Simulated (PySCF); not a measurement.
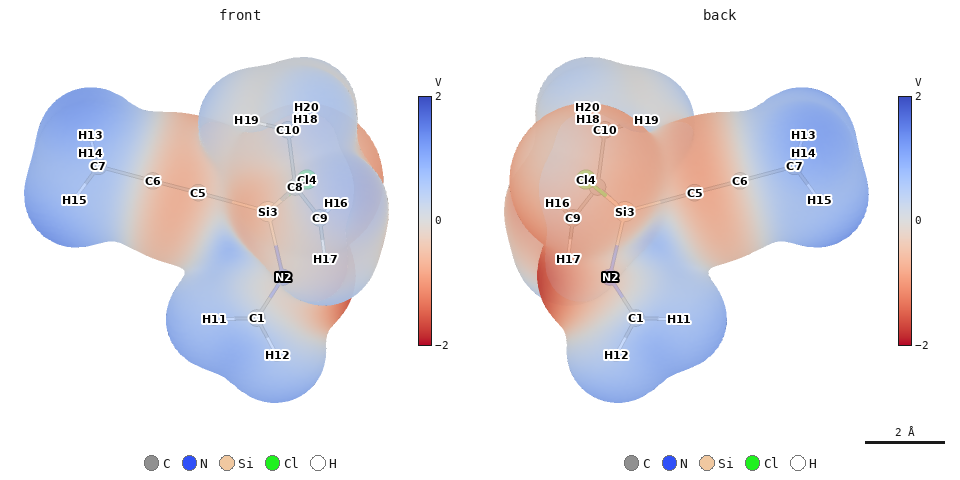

Figure. C7H10ClNSi. The molecular electrostatic potential painted on the density surface at 0.002 e/bohr³, seen from the front and from behind; red is negative and blue positive.

Geometry: GFN2-xTB.

Level of theory: PBE0/pcSseg-1, SCF density, gas phase, non-relativistic in PySCF 2.14.0.

| atom | x (Å) | y (Å) | z (Å) |
| --- | --- | --- | --- |
| C | 0.0097 | 2.7040 | -1.5483 |
| N | -0.3965 | 1.5399 | -1.7280 |
| Si | -0.0378 | 0.0115 | -1.0074 |
| Cl | 0.5862 | -1.1229 | -2.5758 |
| C | 1.2689 | -0.0406 | 0.3024 |
| C | 2.1159 | -0.0582 | 1.1602 |
| C | 3.1313 | -0.0915 | 2.1865 |
| C | -1.6558 | -0.6600 | -0.2989 |
| C | -2.7955 | 0.0140 | -0.3599 |
| C | -1.5755 | -2.0138 | 0.3372 |
| H | 0.7600 | 2.9953 | -0.8080 |
| H | -0.3957 | 3.5058 | -2.1607 |
| H | 2.8285 | -0.7657 | 2.9875 |
| H | 4.0722 | -0.4426 | 1.7637 |
| H | 3.2780 | 0.9063 | 2.5997 |
| H | -3.7165 | -0.3853 | 0.0390 |
| H | -2.8552 | 0.9881 | -0.8148 |
| H | -2.5470 | -2.3348 | 0.7078 |
| H | -0.8680 | -1.9946 | 1.1655 |
| H | -1.2122 | -2.7441 | -0.3846 |

### Which sites attract a positive test charge, and which a negative one?

A positive charge is drawn to the negative regions and a negative charge to the positive ones. The most negative region (about −1.6 V) lies over N2, the most positive (about +1.1 V) over H13, H14 and H15. N2 is the likeliest acceptor of a hydrogen bond.
